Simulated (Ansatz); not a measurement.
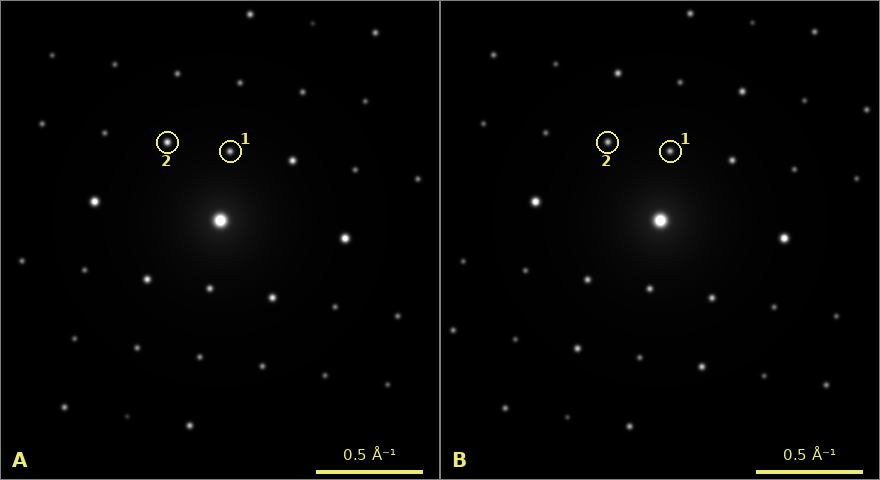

Kinematic electron diffraction patterns (300 kV, B = 0.5 Å², same scale) along [101] of the run's own cell, for the start and the end of one relaxation of NbAsC with DFT, PAW plane waves, r2scan (Ansatz). k mesh 9×9×4. The start is a generated model structure, and the relaxation ends in the nearest stationary point of its symmetry, not necessarily the ground state. Spot 1 is -1 0 1 and spot 2 is -1 -1 1 in both.

Start structure:

```
C As Nb
1.0
     3.34083    0.00000    0.00000
     0.00000    3.34083    0.00000
     0.00000    0.00000    7.50182
C As Nb
2 2 2
Direct
  0.00000 0.00000 0.00000
  0.50000 0.50000 0.00000
  0.50000 0.00000 0.60900
  0.00000 0.50000 0.39100
  0.50000 0.00000 0.25600
  0.00000 0.50000 0.74400
```

### Which pattern belongs to the start structure, and which to the relaxed one?

A is the start: its cell gives d(1) = 3.052 Å, d(2) = 2.253 Å and an angle of 42.4°. The spot positions hardly differ, so the intensities decide: those computed from the start structure match A, and B is the relaxed structure.

### Name reflections whose intensity changes strongly on relaxation.

2 -1 -2 goes from 7.2 to 22 % of the strongest spot; 1 -1 -1 goes from 38 to 19 % of the strongest spot.

### Summarise the relaxation behind the change.

The volume changed by -4.0 % to 13.39 Å³ an atom; with the mean shift removed, the atoms moved by up to 0.30 Å relative to the cell (Nb most); the space group stayed P4/nmm (No. 129); the free energy fell by 320 meV an atom. Relaxed cell: a = 3.364 Å, b = 3.364 Å, c = 7.100 Å, α = 90.00°, β = 90.00°, γ = 90.00°.
